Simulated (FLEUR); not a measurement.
# Magnetic state of YbB2 from several starts

Does YbB2 prefer parallel or opposed moments?

Program: FLEUR MaX-R8.1. Level of theory: PBE with U = 8.2 eV, J = 0.7 eV on Yb f; all-electron FLAPW, Dirac cores, scalar-relativistic bands. Results are calculated unless marked as measured.

## 1. Starting point

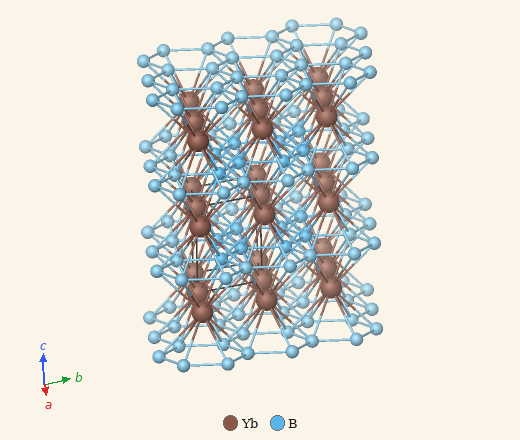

The cell as given, slightly off an axis (ytterbium brown, boron blue). 2×2×2 cells are drawn. Some periodic images of atoms are drawn too.

Structure file:

```
Yb B
1.0
     3.25030    0.00000    0.00000
    -1.62515    2.81484    0.00000
     0.00000    0.00000    3.73150
Yb B
1 2
Direct
  0.00000 0.00000 0.00000
  0.33333 0.66667 0.50000
  0.66667 0.33333 0.50000
```

## 2. Order 1, typed as ferro +

The parallel start comes first: it shows whether parallel moments hold. The U counters the self-interaction that shrinks the moments of a localised shell.

The file n_mmp_mat seeds the f occupations with whole cubic orbitals by Hund's first rule, so that the U acts from the first pass. inpgen writes inp.xml from crystal.txt; cutoffs, mixing, functional, smearing and local orbitals are then set in the file. The k list default-1 (kpts.xml, not shown) is a Γ-centred 8×8×8 mesh; where the ranks do not divide the number of points, some are split in two of half the weight.

Contents of inp.xml:

```
<?xml version="1.0" encoding="UTF-8" standalone="no"?>
<fleurInput fleurInputVersion="0.39">
   <comment>
      YbB2
   </comment>
   <calculationSetup>
      <cutoffs Kmax="3.6" Gmax="10.8" GmaxXC="10.8" numbands="0"/>
      <scfLoop itmax="130" minDistance="0.0001" maxIterBroyd="15" imix="Anderson" alpha="0.05" precondParam="0.0" spinf="2.0" sdNocoIR="T"/>
      <coreElectrons ctail="T" frcor="F" kcrel="0" coretail_lmax="0"/>
      <xcFunctional name="pbe" relativisticCorrections="F"/>
      <magnetism jspins="2"/>
      <soc l_soc="F" theta="0.0" phi="0.0" spav="F"/>
      <expertModes spex="0" secvar="F"/>
      <geometryOptimization l_f="F" forcealpha="1.0" forcemix="BFGS" epsdisp="0.00001" epsforce="0.00001"/>
      <ldaU l_linMix="F" mixParam="0.05" spinf="1.0"/>
   </calculationSetup>
   <cell>
      <bzIntegration valenceElectrons="30.0" mode="hist" fermiSmearingEnergy="0.00183747">
         <kPointListSelection listName="default-1"/>
         <xi:include xmlns:xi="http://www.w3.org/2001/XInclude" href="kpts.xml"> </xi:include>
      </bzIntegration>
      <xi:include xmlns:xi="http://www.w3.org/2001/XInclude" href="sym.xml"> </xi:include>
      <bulkLattice scale="1.0">
         <bravaisMatrix>
            <row-1>    6.1421768227684828     0.0000000000000000     0.0000000000000000</row-1>
            <row-2>   -3.0710884113936898     5.3192811630499035     0.0000000000000000</row-2>
            <row-3>    0.0000000000000000     0.0000000000000000     7.0515130339448993</row-3>
         </bravaisMatrix>
      </bulkLattice>
   </cell>
   <atomSpecies>
      <species name="Ytterbium 1.001" element="Yb" atomicNumber="70">
         <mtSphere radius="2.8" gridPoints="925" logIncrement="0.014"/>
         <atomicCutoffs lmax="10" lnonsphr="8"/>
         <electronConfig flipSpins="F">
            <coreConfig>(1s1/2) (2s1/2) (2p1/2) (2p3/2) (3s1/2) (3p1/2) (3p3/2) (4s1/2) (3d3/2) (3d5/2) (4p1/2) (4p3/2) (4d3/2) (4d5/2)</coreConfig>
            <valenceConfig>(5s1/2) (5p1/2) (5p3/2) (6s1/2) (4f5/2) (4f7/2)</valenceConfig>
         </electronConfig>
         <energyParameters s="6" p="6" d="5" f="4"/>
         <ldaU l="3" U="8.2" J="0.7" l_amf="F"/>
         <lo type="SCLO" l="0" n="5" eDeriv="0"/>
         <lo type="SCLO" l="1" n="5" eDeriv="0"/>
      </species>
      <species name="Boron (B)" element="B" atomicNumber="5">
         <mtSphere radius="1.73" gridPoints="573" logIncrement="0.018"/>
         <atomicCutoffs lmax="6" lnonsphr="4"/>
         <electronConfig flipSpins="F">
            <coreConfig>(1s1/2)</coreConfig>
            <valenceConfig>(2s1/2) (2p1/2) (2p3/2)</valenceConfig>
            <stateOccupation state="(2p1/2)" spinUp="0.166667" spinDown="0.166667"/>
            <stateOccupation state="(2p3/2)" spinUp="0.333333" spinDown="0.333333"/>
         </electronConfig>
         <energyParameters s="2" p="2" d="3" f="4"/>
      </species>
   </atomSpecies>
   <atomGroups>
      <atomGroup species="Ytterbium 1.001">
         <relPos label="                   1">.0000000000 .0000000000 .0000000000</relPos>
         <force calculate="T" relaxXYZ="TTT"/>
      </atomGroup>
      <atomGroup species="Boron (B)">
         <relPos label="                   2">1.000/3.000 -1.000/3.000 1.000/2.000</relPos>
         <relPos label="                   3">-1.000/3.000 1.000/3.000 1.000/2.000</relPos>
         <force calculate="T" relaxXYZ="TTT"/>
      </atomGroup>
   </atomGroups>
   <output dos="F" band="F" slice="F">
      <bandDOS minEnergy="-.5*Htr" maxEnergy="0.5*Htr" sigma="0.015" storeEVData="T"/>
      <plotting iplot="0" polar="F">
         <plot TwoD="T" vec1="  1.0  0.0  0.0" vec2="  0.0  1.0  0.0" vec3="  0.0  0.0  1.0" zero="  0.0  0.0  0.0" file="plot"/>
      </plotting>
      <moessbauerParams electricFieldGradient="F" isomerShift="F" coreHyperfine="F" valenceHyperfine="F"/>
   </output>
</fleurInput>
```

Contents of crystal.txt:

```
YbB2
&input film=F cartesian=F /
3.25029999999  0.00000000000  0.00000000000
-1.62515000000  2.81484236991  0.00000000000
0.00000000000  0.00000000000  3.73150000000
1.8897261246
1.0 1.0 1.0

3
70 0.00000000000  0.00000000000  0.00000000000 : 1.001
5 0.33333333333  0.66666666667  0.50000000000
5 0.66666666667  0.33333333333  0.50000000000

&kpt div1=8 div2=8 div3=8 gamma=T /
```

Run with:

```
$ OMP_NUM_THREADS=1 inpgen -f crystal.txt > inpgen.log  # inp.xml is then edited as shown
$ OMP_NUM_THREADS=1 mpirun -n 4 fleur_MPI > fleur.log
```

What it wrote:

```text
Welcome to FLEUR        (www.flapw.de)
      MaX-Release 8.1          (www.max-centre.eu)

 ========== k-point set info ==========
 Selected k-point list: default-1
 k-point list type: mesh
 0 x 0 x 0
 Number of k points: 52

 ------------Calculation Setup---------------------------
 Number of MPI-tasks      :            4
 Number of PE/node        :            4
 Number of OMP-threads    :            1
 k-points in parallel     :            4
 pe's per k-point         :            1
 No of k-point loops      :           13
 Eigenvalue solver        :       lapack
 Number of basis functions:          219
 Approximate size of matrices (H+S) per k-point:         0.001 GB
 --------------------------------------------------------
Nuclear radius smaller than smallest radial mesh point for atom type 2 -- skipping its core isomer shift
 Iteration:     1   Distance:      80.30972776 me/bohr^3
Nuclear radius smaller than smallest radial mesh point for atom type 2 -- skipping its core isomer shift
 Iteration:     2   Distance:      40.31886370 me/bohr^3
Nuclear radius smaller than smallest radial mesh point for atom type 2 -- skipping its core isomer shift
 Iteration:     3   Distance:      38.02058565 me/bohr^3
Nuclear radius smaller than smallest radial mesh point for atom type 2 -- skipping its core isomer shift
 Iteration:     4   Distance:      70.57985866 me/bohr^3
Nuclear radius smaller than smallest radial mesh point for atom type 2 -- skipping its core isomer shift
 Iteration:     5   Distance:      63.34217392 me/bohr^3
Nuclear radius smaller than smallest radial mesh point for atom type 2 -- skipping its core isomer shift
 Iteration:     6   Distance:      44.41759907 me/bohr^3
Nuclear radius smaller than smallest radial mesh point for atom type 2 -- skipping its core isomer shift
 Iteration:     7   Distance:      23.75978140 me/bohr^3
Nuclear radius smaller than smallest radial mesh point for atom type 2 -- skipping its core isomer shift
 Iteration:     8   Distance:      14.77973231 me/bohr^3
Nuclear radius smaller than smallest radial mesh point for atom type 2 -- skipping its core isomer shift
 Iteration:     9   Distance:       8.32927479 me/bohr^3
Nuclear radius smaller than smallest radial mesh point for atom type 2 -- skipping its core isomer shift
 Iteration:    10   Distance:       9.69944198 me/bohr^3
Nuclear radius smaller than smallest radial mesh point for atom type 2 -- skipping its core isomer shift
[... 14 iterations left out ...]
 Iteration:    25   Distance:       0.05097797 me/bohr^3
Nuclear radius smaller than smallest radial mesh point for atom type 2 -- skipping its core isomer shift
 Iteration:    26   Distance:       0.03374353 me/bohr^3
Nuclear radius smaller than smallest radial mesh point for atom type 2 -- skipping its core isomer shift
 Iteration:    27   Distance:       0.00422783 me/bohr^3
Nuclear radius smaller than smallest radial mesh point for atom type 2 -- skipping its core isomer shift
 Iteration:    28   Distance:       0.00075292 me/bohr^3
Nuclear radius smaller than smallest radial mesh point for atom type 2 -- skipping its core isomer shift
 Iteration:    29   Distance:       0.00365187 me/bohr^3
Nuclear radius smaller than smallest radial mesh point for atom type 2 -- skipping its core isomer shift
 Iteration:    30   Distance:       0.00353175 me/bohr^3
Nuclear radius smaller than smallest radial mesh point for atom type 2 -- skipping its core isomer shift
 Iteration:    31   Distance:       0.00292191 me/bohr^3
Nuclear radius smaller than smallest radial mesh point for atom type 2 -- skipping its core isomer shift
 Iteration:    32   Distance:       0.00051720 me/bohr^3
Nuclear radius smaller than smallest radial mesh point for atom type 2 -- skipping its core isomer shift
 Iteration:    33   Distance:       0.00017947 me/bohr^3
Nuclear radius smaller than smallest radial mesh point for atom type 2 -- skipping its core isomer shift
 Iteration:    34   Distance:       0.00009809 me/bohr^3

 ********************************************************************
 Run finished successfully
 Stop message:
   all done
 ********************************************************************

--- out.xml (last complete iteration) ---
<iteration numberForCurrentRun="   34" overallNumber="   34">
         [... left out ...]
         <bandgap value="0.0609350920" units="eV"/>
         <sumValenceSingleParticleEnergies value="-0.3167729208" units="Htr"/>
         <FermiEnergy value="0.3264974244" units="Htr"/>
         <valenceDensity>
            <mtCharges spin="1">
               <mtCharge atomType="1" total="11.4639762" s="1.1273348" p="3.0847916" d="0.3525874" f="6.8904029"/>
               <mtCharge atomType="2" total="0.8941945" s="0.3264736" p="0.5529610" d="0.0129291" f="0.0015300"/>
            </mtCharges>
            <mtCharges spin="2">
               <mtCharge atomType="1" total="11.4639774" s="1.1273348" p="3.0847918" d="0.3525879" f="6.8904034"/>
               <mtCharge atomType="2" total="0.8941947" s="0.3264736" p="0.5529612" d="0.0129291" f="0.0015300"/>
            </mtCharges>
            <spinDependentCharge spin="1" total="14.9999987" interstitial="1.7476335" mtSpheres="13.2523653"/>
            <spinDependentCharge spin="2" total="15.0000013" interstitial="1.7476345" mtSpheres="13.2523668"/>
            <totalCharge value="30.0000000000"/>
         </valenceDensity>
         [... left out ...]
         <allElectronCharges>
            <spinDependentCharge spin="1" total="39.9999987" interstitial="1.7477420" mtSpheres="38.2522567"/>
            <spinDependentCharge spin="2" total="40.0000013" interstitial="1.7477431" mtSpheres="38.2522582"/>
            <totalCharge value="79.9999999903"/>
         </allElectronCharges>
         <magneticMomentsInMTSpheres units="muBohr">
            <globalMagMoment atomType="1" vec="0.00000   0.00000   0.00000"/>
            <localMagMoment atomType="1" vec="0.00000   0.00000   0.00000"/>
            <globalMagMoment atomType="2" vec="0.00000   0.00000   0.00000"/>
            <localMagMoment atomType="2" vec="0.00000   0.00000   0.00000"/>
         </magneticMomentsInMTSpheres>
         <moessbauerParams unitsHFF="kG" unitsIS="e/bohr^3" unitsEFG="Htr/bohr^2">
         </moessbauerParams>
         <totalEnergy value="   -14125.6166714354" units="Htr">
            <sumOfEigenvalues value="    -8618.7609876500">
               <coreElectrons value="-8618.4442147291"/>
               <valenceElectrons value="-0.3167729208"/>
            </sumOfEigenvalues>
            <densityCoulombPotentialIntegral value="-23910.5000309827"/>
            <densityEffectivePotentialIntegral value="-24306.5357312089"/>
            <chargeDenXCDenIntegral value="-302.9425234953"/>
            <FockExchangeEnergyValence value="0.0000000000"/>
            <FockExchangeEnergyCore value="0.0000000000"/>
            <atomTypeDependentContributions atomType="1">
               <electronNucleiInteractionDifferentMTs value="17472.5067083573"/>
               <MadelungTerm value="-24.7429086839"/>
            </atomTypeDependentContributions>
            <atomTypeDependentContributions atomType="2">
               <electronNucleiInteractionDifferentMTs value="55.1188293801"/>
               <MadelungTerm value="-4.6999582631"/>
            </atomTypeDependentContributions>
            <dftUCorrection value="-1.8695286768"/>
            <tkbTimesEntropy value="0.0003683905"/>
            <freeEnergy value="-14125.6170398259"/>
            <extrapolationTo0K value="-14125.6168556306"/>
         </totalEnergy>
         <ldaUDensityMatrix>
            <densityMatrixFor spin="1" atomType="1" uIndex="1" l="3" U="8.20000000" J="0.70000000">
               (+0.98052,+0.00000) (+0.00000,+0.00000) (+0.00000,+0.00000) (+0.00000,+0.00000) (+0.00000,+0.00000) (+0.00000,+0.00000) (-0.01134,+0.00000)
               (+0.00000,+0.00000) (+0.97667,+0.00000) (+0.00000,+0.00000) (+0.00000,+0.00000) (+0.00000,+0.00000) (+0.00000,+0.00000) (+0.00000,+0.00000)
               (+0.00000,+0.00000) (+0.00000,+0.00000) (+0.99203,+0.00000) (+0.00000,+0.00000) (+0.00000,+0.00000) (+0.00000,+0.00000) (+0.00000,+0.00000)
               (+0.00000,+0.00000) (+0.00000,+0.00000) (+0.00000,+0.00000) (+0.99195,+0.00000) (+0.00000,+0.00000) (+0.00000,+0.00000) (+0.00000,+0.00000)
               (+0.00000,+0.00000) (+0.00000,+0.00000) (+0.00000,+0.00000) (+0.00000,+0.00000) (+0.99203,+0.00000) (+0.00000,+0.00000) (+0.00000,+0.00000)
               (+0.00000,+0.00000) (+0.00000,+0.00000) (+0.00000,+0.00000) (+0.00000,+0.00000) (+0.00000,+0.00000) (+0.97667,+0.00000) (+0.00000,+0.00000)
               (-0.01134,+0.00000) (+0.00000,+0.00000) (+0.00000,+0.00000) (+0.00000,+0.00000) (+0.00000,+0.00000) (+0.00000,+0.00000) (+0.98052,+0.00000)
            </densityMatrixFor>
            <densityMatrixFor spin="2" atomType="1" uIndex="1" l="3" U="8.20000000" J="0.70000000">
               (+0.98052,+0.00000) (+0.00000,+0.00000) (+0.00000,+0.00000) (+0.00000,+0.00000) (+0.00000,+0.00000) (+0.00000,+0.00000) (-0.01134,+0.00000)
               (+0.00000,+0.00000) (+0.97667,+0.00000) (+0.00000,+0.00000) (+0.00000,+0.00000) (+0.00000,+0.00000) (+0.00000,+0.00000) (+0.00000,+0.00000)
               (+0.00000,+0.00000) (+0.00000,+0.00000) (+0.99203,+0.00000) (+0.00000,+0.00000) (+0.00000,+0.00000) (+0.00000,+0.00000) (+0.00000,+0.00000)
               (+0.00000,+0.00000) (+0.00000,+0.00000) (+0.00000,+0.00000) (+0.99195,+0.00000) (+0.00000,+0.00000) (+0.00000,+0.00000) (+0.00000,+0.00000)
               (+0.00000,+0.00000) (+0.00000,+0.00000) (+0.00000,+0.00000) (+0.00000,+0.00000) (+0.99203,+0.00000) (+0.00000,+0.00000) (+0.00000,+0.00000)
               (+0.00000,+0.00000) (+0.00000,+0.00000) (+0.00000,+0.00000) (+0.00000,+0.00000) (+0.00000,+0.00000) (+0.97667,+0.00000) (+0.00000,+0.00000)
               (-0.01134,+0.00000) (+0.00000,+0.00000) (+0.00000,+0.00000) (+0.00000,+0.00000) (+0.00000,+0.00000) (+0.00000,+0.00000) (+0.98052,+0.00000)
            </densityMatrixFor>
         </ldaUDensityMatrix>
         <ldaUDensityMatrixConvergence>
            <distance spin="1" distance="0.000002"/>
            <distance spin="2" distance="0.000003"/>
         </ldaUDensityMatrixConvergence>
         <densityConvergence units="me/bohr^3">
            <chargeDensity spin="1" distance="0.0000688000"/>
            <chargeDensity spin="2" distance="0.0000631899"/>
            <overallChargeDensity distance="0.0000884935"/>
            <spinDensity distance="0.0000980904"/>
         </densityConvergence>
      </iteration>
```

Run time: 48 s. Hardware: 4 MPI ranks of AMD EPYC 7R43, shared host; peak memory 0.27 GiB; 3.1 min of CPU time.

The spin moment in the muffin-tin sphere vanishes on all atoms.

This step gave:

```
free energy                                                       : -384377.6212 eV
program's band gap on this mesh (in a metal only a level spacing) : 0.06094 eV
final state                                                       : non-magnetic
```

The moments were lost under the U: either the shell is closed or low-spin here, or a magnetic state was missed.

After 34 cycles the seed has died away: no moment is left.

(Part 1 of 3 ends here.)

[Logs and program files are shortened in this print: banners, set-up blocks, solver, clock and traceback lines can be left out without a mark of their own.]

[Logs are printed without paths, hosts, clocks, repeated set-up lines and the standing remarks that a program may print on its own settings, such as how far it seeks lower states.]

[Hosts, paths, dates, database ids (printed as entryN), source tags and the programs' standing remarks are cut or masked in the printed files.]

[Where a cell is said to come from a database of computed structures, the database is the Materials Project.]
